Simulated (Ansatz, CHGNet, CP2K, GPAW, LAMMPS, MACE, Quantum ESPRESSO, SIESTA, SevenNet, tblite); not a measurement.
# Which run comes nearest? Glassy 73SiO2-27K2O (mol %) (90 atoms)

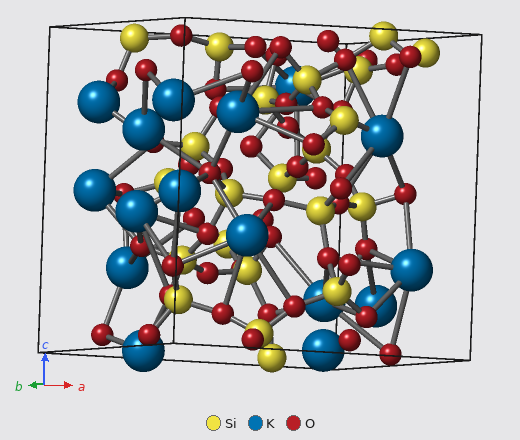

The cell (silicon yellow, potassium blue, oxygen red). Bonds to atoms that aren't drawn are left out. Some periodic images of atoms are drawn too.

Density of this cell: 2.31 g/cm³. The cell holds 90 atoms: 22 Si, 16 K and 52 O. Its edges and angles: a = 11.429 Å, b = 11.429 Å, c = 11.429 Å, α = 90.0°, β = 90.0°, γ = 90.0°. 90 atoms (22 Si, 16 K, 52 O) placed at random at 2.4 g/cm³, melted at 4000 K for 10 ps at fixed volume with the Morse and Coulomb pair potential with partial charges (Pedone, Malavasi, Menziani, Cormack and Segre, J. Phys. Chem. B 110, 11780 (2006)). Quenched from 4000 K to 300 K at 50 K/ps and fixed volume, held 10 ps at zero pressure.

Geometry: as built.

The reference, a calculation:

| Property | Result |
| --- | --- |
| method | Kohn-Sham DFT, PBE, PAW, plane waves (Ansatz 0.2.0); cutoff 420 eV, Γ point, fermi-dirac smearing of 0.05 eV; PAW set soft_2 |
| r.m.s. force component | 1.255 eV/Å |
| longest force | 5.27 eV/Å |
| pressure | 4.491 GPa |
| gap (highest filled to lowest empty level) | 0.8224 eV |
| SCF cycles | 11 |
| time | 24 s on 4 threads of Arm Neoverse V1, shared host |
| CPU time | 91 s |

Runs, in no order:
A. QE PBE, sssp-1.3.0-efficiency, 60/480 Ry: Kohn-Sham DFT, PBE, SSSP efficiency 1.3.0 pseudopotentials, plane waves
B. GPAW PBE, LCAO dzp, h 0.15 Å: Kohn-Sham DFT, PBE, PAW, atomic orbitals (dzp)
C. SevenNet l3i5 potential: machine-learned interatomic potential SevenNet l3i5, trained on PBE(+U) plane-wave data
D. SIESTA PBE, DZP, shift 0.01 Ry, mesh 500 Ry: Kohn-Sham DFT, PBE, PseudoDojo 0.4.1 norm-conserving pseudopotentials (converted to PSML), numerical atomic orbitals (DZP), diagonalisation
E. CP2K PBE, DZVP-MOLOPT-SR, 600/50 Ry, TRS4 filter 1e-07, SCF 1e-07: Kohn-Sham DFT, PBE, GTH-PBE pseudopotentials, Gaussian and plane waves, DZVP-MOLOPT-SR-GTH, linear-scaling purification of the density matrix

Q: Order them from the smallest to the largest r.m.s. force difference.

A, E, C, D, B.

| run | Δ force, r.m.s. (meV/Å) | share of r.m.s. force (%) | CPU time |
| --- | --- | --- | --- |
| A. QE PBE, sssp-1.3.0-efficiency, 60/480 Ry | 38.7 | 3.09 | 20 min |
| E. CP2K PBE, DZVP-MOLOPT-SR, 600/50 Ry, TRS4 filter 1e-07, SCF 1e-07 | 94.3 | 7.51 | 6 min |
| C. SevenNet l3i5 potential | 136 | 10.8 | 12 s |
| D. SIESTA PBE, DZP, shift 0.01 Ry, mesh 500 Ry | 215 | 17.1 | 9.2 min |
| B. GPAW PBE, LCAO dzp, h 0.15 Å | 328 | 26.2 | 15 min |

Machine-learned potentials mimic data converged in k, so the reference's own k-point error enters their differences. The network of bonds at the start is that of the classical potential that made the cell, and needn't be the one that DFT or experiment would give. The electronic-structure runs sample only Γ, in a cell whose shortest periodic width is 11 Å.

[Hosts, paths, dates, database ids (printed as entryN), source tags and the programs' standing remarks are cut or masked in the printed files.]
